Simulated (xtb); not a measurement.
Run report: C$_{3}$H$_{8}$Ge, geometry relaxation (part 2 of 3)

Continued. System: C$_{3}$H$_{8}$Ge (GeH2Me(vinyl)), SMILES [H][Ge]([H])([CH3])[CH]=C. Method: GFN1-xTB (xtb 6.7.1). 

Geometry of the input (Å):
```
Ge 0.8589  0.3690  0.3086
H  0.7397  0.3066  1.7919
H  2.2728  0.2409  -0.0199
C  0.0291  1.9605  -0.4117
H  0.4900  2.7775  -0.0820
H  -1.0253  2.1077  -0.0928
H  0.0093  1.9675  -1.4931
C  -0.1396  -1.2893  -0.4749
C  -0.8247  -2.1100  0.3397
H  -0.0941  -1.4545  -1.3045
H  -1.0459  -2.0513  1.3830
H  -1.3757  -2.9778  -0.0278
```

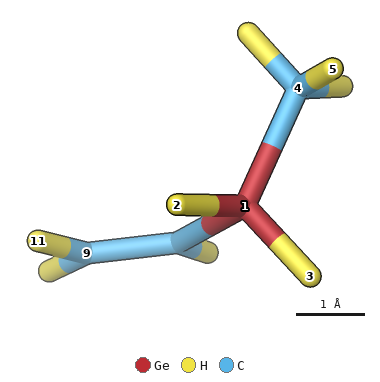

**Figure 1.** The starting structure (stick view, seen at a tilt; atoms are numbered from 1 in the order of the input). Sticks mark near contacts.

What the program printed, continued:
```
........................................................................
.............................. CYCLE    5 ..............................
........................................................................

 iter      E             dE          RMSdq      gap      omega  full diag
   1    -12.4480475 -0.124480E+02  0.690E-03    4.87       0.0  T
   2    -12.4480480 -0.462854E-06  0.183E-03    4.87      15.8  T
   3    -12.4480480 -0.177016E-07  0.145E-03    4.87      19.9  T
   4    -12.4480480 -0.332209E-07  0.545E-04    4.87      53.0  T
   5    -12.4480480 -0.100061E-08  0.131E-04    4.87     220.0  T
   6    -12.4480480 -0.885283E-10  0.488E-05    4.87     591.7  T
     SCC iter.                  ...        0 min,  0.002 sec
     gradient                   ...        0 min,  0.005 sec
 * total energy  :   -12.2730013 Eh     change       -0.2918634E-04 Eh
   gradient norm :     0.0023070 Eh/a0  converged?    E=F G=F D=F
   step length   :     0.0299642 a0

........................................................................
.............................. CYCLE    6 ..............................
........................................................................

 iter      E             dE          RMSdq      gap      omega  full diag
   1    -12.4484252 -0.124484E+02  0.314E-03    4.87       0.0  T
   2    -12.4484253 -0.421977E-07  0.167E-03    4.87      17.3  T
   3    -12.4484253 -0.114077E-07  0.102E-03    4.87      28.3  T
   4    -12.4484253 -0.183000E-07  0.289E-04    4.87      99.8  T
   5    -12.4484253 -0.745922E-09  0.113E-04    4.87     255.5  T
   6    -12.4484253 -0.192681E-10  0.195E-05    4.87    1483.7  T
     SCC iter.                  ...        0 min,  0.002 sec
     gradient                   ...        0 min,  0.006 sec
 * total energy  :   -12.2730102 Eh     change       -0.8937006E-05 Eh
   gradient norm :     0.0006288 Eh/a0  converged?    E=F G=T D=F
   step length   :     0.0225214 a0

........................................................................
.............................. CYCLE    7 ..............................
........................................................................

 iter      E             dE          RMSdq      gap      omega  full diag
   1    -12.4483505 -0.124484E+02  0.213E-03    4.87       0.0  T
   2    -12.4483506 -0.275070E-07  0.843E-04    4.86      34.2  T
   3    -12.4483506 -0.157417E-09  0.407E-04    4.86      70.9  T
   4    -12.4483506 -0.189626E-09  0.226E-04    4.86     127.5  T
   5    -12.4483506 -0.933937E-09  0.530E-05    4.86     544.7  T
   6    -12.4483506 -0.307914E-10  0.117E-05    4.86    2465.0  T
     SCC iter.                  ...        0 min,  0.002 sec
     gradient                   ...        0 min,  0.007 sec
 * total energy  :   -12.2730150 Eh     change       -0.4778462E-05 Eh
   gradient norm :     0.0011989 Eh/a0  converged?    E=T G=F D=F
   step length   :     0.0367473 a0

........................................................................
.............................. CYCLE    8 ..............................
........................................................................

 iter      E             dE          RMSdq      gap      omega  full diag
   1    -12.4481509 -0.124482E+02  0.175E-03    4.86       0.0  T
   2    -12.4481509 -0.156476E-07  0.935E-04    4.86      30.9  T
   3    -12.4481509 -0.286981E-07  0.479E-04    4.86      60.3  T
   4    -12.4481509 -0.263764E-08  0.111E-04    4.86     261.0  T
   5    -12.4481509 -0.133138E-10  0.224E-05    4.86    1290.9  T
     SCC iter.                  ...        0 min,  0.001 sec
     gradient                   ...        0 min,  0.005 sec
 * total energy  :   -12.2730196 Eh     change       -0.4559102E-05 Eh
   gradient norm :     0.0010989 Eh/a0  converged?    E=T G=F D=F
   step length   :     0.0405989 a0

........................................................................
.............................. CYCLE    9 ..............................
........................................................................

 iter      E             dE          RMSdq      gap      omega  full diag
   1    -12.4480478 -0.124480E+02  0.196E-03    4.86       0.0  T
   2    -12.4480478 -0.432562E-07  0.854E-04    4.86      33.8  T
   3    -12.4480479 -0.219029E-07  0.552E-04    4.86      52.3  T
   4    -12.4480479 -0.427396E-08  0.230E-04    4.86     125.6  T
   5    -12.4480479 -0.795612E-10  0.432E-05    4.86     667.8  T
   6    -12.4480479 -0.190834E-10  0.219E-05    4.86    1315.2  T
     SCC iter.                  ...        0 min,  0.002 sec
     gradient                   ...        0 min,  0.006 sec
 * total energy  :   -12.2730260 Eh     change       -0.6424166E-05 Eh
   gradient norm :     0.0007927 Eh/a0  converged?    E=F G=T D=F
   step length   :     0.0846946 a0

........................................................................
.............................. CYCLE   10 ..............................
........................................................................

 iter      E             dE          RMSdq      gap      omega  full diag
   1    -12.4480659 -0.124481E+02  0.149E-03    4.86       0.0  T
   2    -12.4480659 -0.160507E-07  0.746E-04    4.85      38.7  T
   3    -12.4480659 -0.133210E-07  0.316E-04    4.85      91.3  T
   4    -12.4480659 -0.133205E-08  0.108E-04    4.85     267.7  T
   5    -12.4480659 -0.770193E-10  0.283E-05    4.85    1020.2  T
     SCC iter.                  ...        0 min,  0.001 sec
     gradient                   ...        0 min,  0.005 sec
 * total energy  :   -12.2730309 Eh     change       -0.4873922E-05 Eh
   gradient norm :     0.0007928 Eh/a0  converged?    E=T G=T D=F
   step length   :     0.0725573 a0

   *** GEOMETRY OPTIMIZATION CONVERGED AFTER 10 CYCLES ***

------------------------------------------------------------------------
 total energy gain   :        -0.0772958 Eh      -48.5039 kcal/mol
 total RMSD          :         0.1838389 a0        0.0973 Å
 total power (kW/mol):       -20.2940169 (step)-1919.7146 (real)
------------------------------------------------------------------------

 L-ANCopt (total)              0 d,  0 h,  0 min,  0.106 sec
 setup                          ...        0 min,  0.000 sec (  0.134%)
 model hessian                  ...        0 min,  0.001 sec (  0.925%)
 ANC generation                 ...        0 min,  0.000 sec (  0.280%)
 coordinate transformation      ...        0 min,  0.000 sec (  0.050%)
 Rational function              ...        0 min,  0.000 sec (  0.038%)
 singlepoint calculation        ...        0 min,  0.103 sec ( 97.037%)
 optimization log               ...        0 min,  0.001 sec (  0.939%)
 hessian update                 ...        0 min,  0.000 sec (  0.051%)

================
 final structure:
================
$coord
        1.48589742247352        0.58344342073205        0.65585319462440      ge
        1.32143855415614        0.57594150720126        3.47013407643837      h
        4.22776103472646        0.41375311464879        0.00957055727046      h
        0.03191977202099        3.65914193649372       -0.78895247533662      c
        1.04058422108178        5.37021316309218       -0.22538512257396      h
       -1.94145024245157        3.87527234569988       -0.21212374271739      h
        0.06115230118783        3.57476299667577       -2.85550900100876      h
       -0.29266808174414       -2.32634461260867       -0.69694341477759      c
       -1.58304614734230       -3.99634771049905        0.67592853175505      c
       -0.25908508214399       -2.56748273819167       -2.74584969481954      h
       -1.70259857302291       -3.87893153773958        2.71985567197557      h
       -2.58945946228832       -5.57292447107438       -0.16442384479511      h
$end

 Bond Distances (Angstroems)
 ---------------------------
Ge1-H2=1.4918        Ge1-H3=1.4934        Ge1-C4=1.9559        Ge1-C8=1.9415        H2-Ge1=1.4918        H3-Ge1=1.4934
C4-Ge1=1.9559        C4-H5=1.0926         C4-H6=1.0940         C4-H7=1.0946         H5-C4=1.0926         H6-C4=1.0940
H7-C4=1.0946         C8-Ge1=1.9415        C8-C9=1.3323         C8-H10=1.0919        C9-C8=1.3323         C9-H11=1.0852
C9-H12=1.0851        H10-C8=1.0919        H11-C9=1.0852        H12-C9=1.0851
 C  H  Rav=1.0905 sigma=0.0039  Rmin=1.0851  Rmax=1.0946     6
 C  C  Rav=1.3323 sigma=0.0000  Rmin=1.3323  Rmax=1.3323     1
 Ge H  Rav=1.4926 sigma=0.0008  Rmin=1.4918  Rmax=1.4934     2
 Ge C  Rav=1.9487 sigma=0.0072  Rmin=1.9415  Rmax=1.9559     2

 selected bond angles (degree)
 --------------------
H3-Ge1-H2=106.57               C4-Ge1-H2=111.68               C4-Ge1-H3=110.04               C8-Ge1-H2=109.74
C8-Ge1-H3=109.81               C8-Ge1-C4=108.97               H5-C4-Ge1=113.00               H6-C4-Ge1=110.70
H6-C4-H5=107.67                H7-C4-Ge1=110.55               H7-C4-H5=107.43                H7-C4-H6=107.25
C9-C8-Ge1=124.99               H10-C8-Ge1=116.80              H10-C8-C9=118.18               H11-C9-C8=122.37
H12-C9-C8=122.55               H12-C9-H11=115.08

 selected dihedral angles (degree)
 ---------------------------------
H5-C4-Ge1-H2= 63.16           H5-C4-Ge1-H3=305.02           H5-C4-Ge1-C8=184.56           H6-C4-Ge1-H2=302.30
H6-C4-Ge1-H3=184.16           H6-C4-Ge1-C8= 63.71           H7-C4-Ge1-H2=183.61           H7-C4-Ge1-H3= 65.47
H7-C4-Ge1-C8=305.01           C9-C8-Ge1-H2=  3.46           C9-C8-Ge1-H3=120.28           C9-C8-Ge1-C4=240.88
H10-C8-Ge1-H2=181.86          H10-C8-Ge1-H3=298.68          H10-C8-Ge1-C4= 59.28          H11-C9-C8-Ge1=358.41
H11-C9-C8-H10=180.02          H12-C9-C8-Ge1=178.46          H12-C9-C8-H10=  0.07
           -------------------------------------------------
          |                Final Singlepoint                |
           -------------------------------------------------

          ...................................................
          :                      SETUP                      :
          :.................................................:
          :  # basis functions                  38          :
          :  # atomic orbitals                  37          :
          :  # shells                           25          :
          :  # electrons                        24          :
          :  # halogen bonds                     0          :
          :  max. iterations                   250          :
          :  Hamiltonian                  GFN1-xTB          :
          :  restarted?                      false          :
          :  GBSA solvation                  false          :
          :  PC potential                    false          :
          :  electronic temp.          300.0000000     K    :
          :  accuracy                    1.0000000          :
          :  -> integral cutoff          0.2500000E+02      :
          :  -> integral neglect         0.1000000E-07      :
          :  -> SCF convergence          0.1000000E-05 Eh   :
          :  -> wf. convergence          0.2000000E-04 e    :
          :  Broyden damping             0.4000000          :
          :  net charge                          0          :
          :  unpaired electrons                  0          :
          ...................................................

 iter      E             dE          RMSdq      gap      omega  full diag
   1    -12.4480659 -0.124481E+02  0.867E-06    4.85       0.0  T
   2    -12.4480659 -0.923706E-13  0.371E-06    4.85    7770.9  T
   3    -12.4480659  0.426326E-13  0.277E-06    4.85   10428.4  T

   *** convergence criteria satisfied after 3 iterations ***

         #    Occupation            Energy/Eh            Energy/eV
      -------------------------------------------------------------
         1        2.0000           -0.6576712             -17.8961
       ...           ...                  ...                  ...
         6        2.0000           -0.5266724             -14.3315
         7        2.0000           -0.5260490             -14.3145
         8        2.0000           -0.5110060             -13.9052
         9        2.0000           -0.4736655             -12.8891
        10        2.0000           -0.4664356             -12.6924
        11        2.0000           -0.4511086             -12.2753
        12        2.0000           -0.4438175             -12.0769 (HOMO)
        13                         -0.2654006              -7.2219 (LUMO)
        14                         -0.2043804              -5.5615
        15                         -0.1957563              -5.3268
        16                         -0.1753951              -4.7727
        17                         -0.1514911              -4.1223
       ...                                ...                  ...
        37                          0.5962947              16.2260
      -------------------------------------------------------------
                  HL-Gap            0.1784169 Eh            4.8550 eV
             Fermi-level           -0.3546090 Eh           -9.6494 eV

 SCC (total)                   0 d,  0 h,  0 min,  0.009 sec
 SCC setup                      ...        0 min,  0.000 sec (  1.047%)
 Dispersion                     ...        0 min,  0.000 sec (  0.413%)
 classical contributions        ...        0 min,  0.000 sec (  0.146%)
 integral evaluation            ...        0 min,  0.003 sec ( 29.648%)
 iterations                     ...        0 min,  0.001 sec ( 10.480%)
 molecular gradient             ...        0 min,  0.005 sec ( 56.458%)
 printout                       ...        0 min,  0.000 sec (  1.711%)
```
